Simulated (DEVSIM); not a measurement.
System: abrupt In0.53Ga0.47As p-n junction, at 400 K.

```csv
layer (left to right),material,thickness (μm),Nd (cm⁻³),Na (cm⁻³),τn (s),τp (s)
1,In0.53Ga0.47As,1.40,-,7.1e15,4.1e-10,4.1e-10
2,In0.53Ga0.47As,13.0,1.7e15,-,4.1e-10,4.1e-10
```

Left contact: ohmic. Right contact: ohmic. Voltage is applied to the left contact. Recombination: SRH at mid-gap, Auger. Mobility is μmin + (μ − μmin)/(1 + (N/Nref)^α).

This is a model device: material constants are rounded textbook-type values typed into the input, and sizes, dopings and lifetimes were drawn at random. Values at 300 K; Nc and Nv go as T^1.5, mobilities as T to minus their exponent, the gap by Varshni's rule with the affinity fixed.

```
parameter         In0.53Ga0.47As
----------------  --------------
gap (eV)                    0.74
affinity (eV)               4.51
permittivity                13.9
Nc (cm⁻³)                 2.1e17
Nv (cm⁻³)                 7.7e18
μn (cm²/Vs)                12000
μp (cm²/Vs)                  300
μn,min                       300
μp,min                        10
Nref,n                    1.3e17
Nref,p                    4.9e17
αn                          0.48
αp                           0.4
T exponent of μn             1.6
T exponent of μp             1.6
Cn (cm⁶/s)                 5e-29
Cp (cm⁶/s)                 5e-29
Varshni α (eV/K)         0.00035
Varshni β (K)                190
```

Simulated with DEVSIM: 1D drift-diffusion, Boltzmann statistics, complete ionisation; no tunnelling, impact ionisation, image-force lowering or self-heating.

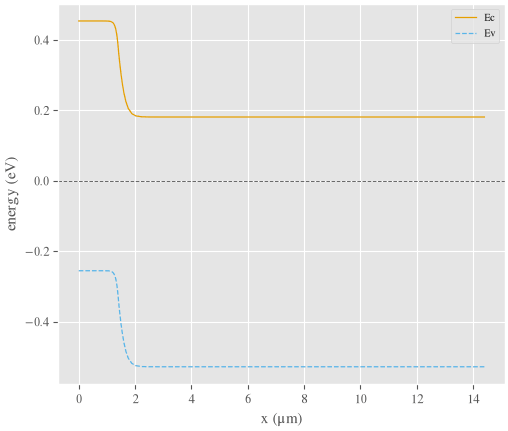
*Band edges at zero bias*

Energies count from the Fermi level of the right contact; mesh points crowd at the junctions.

| x (μm) | Ec (eV) | Ev (eV) | n (cm⁻³) | p (cm⁻³) | field (V/cm) |
|---|---|---|---|---|---|
| 0.000 | 0.454 | -0.256 | 6.2e11 | 7.1e15 | ≈ 0 |
| 0.02772 | 0.454 | -0.256 | 6.2e11 | 7.1e15 | ≈ 0 |
| 0.09078 | 0.454 | -0.256 | 6.2e11 | 7.1e15 | ≈ 0 |
| 0.2196 | 0.454 | -0.256 | 6.2e11 | 7.1e15 | ≈ 0 |
| 0.6560 | 0.454 | -0.256 | 6.2e11 | 7.1e15 | ≈ 0 |
| 1.068 | 0.453 | -0.256 | 6.3e11 | 7.0e15 | -76 |
| 1.256 | 0.444 | -0.265 | 8.2e11 | 5.4e15 | -1500 |
| 1.364 | 0.407 | -0.303 | 2.4e12 | 1.8e15 | -6300 |
| 1.397 | 0.382 | -0.327 | 5.0e12 | 8.9e14 | -8800 |
| 1.422 | 0.360 | -0.349 | 9.3e12 | 4.8e14 | -8300 |
| 1.480 | 0.317 | -0.393 | 3.3e13 | 1.3e14 | -6800 |
| 1.676 | 0.224 | -0.485 | 4.8e14 | 9.2e12 | -2900 |
| 2.025 | 0.184 | -0.525 | 1.6e15 | 2.8e12 | -250 |
| 2.841 | 0.181 | -0.529 | 1.7e15 | 2.6e12 | ≈ 0 |
| 5.592 | 0.181 | -0.529 | 1.7e15 | 2.6e12 | ≈ 0 |
| 9.712 | 0.181 | -0.529 | 1.7e15 | 2.6e12 | ≈ 0 |
| 12.34 | 0.181 | -0.529 | 1.7e15 | 2.6e12 | ≈ 0 |
| 13.46 | 0.181 | -0.529 | 1.7e15 | 2.6e12 | ≈ 0 |
| 14.09 | 0.181 | -0.529 | 1.7e15 | 2.6e12 | ≈ 0 |
| 14.28 | 0.181 | -0.529 | 1.7e15 | 2.6e12 | ≈ 0 |
| 14.36 | 0.181 | -0.529 | 1.7e15 | 2.6e12 | ≈ 0 |
| 14.40 | 0.181 | -0.529 | 1.7e15 | 2.6e12 | ≈ 0 |
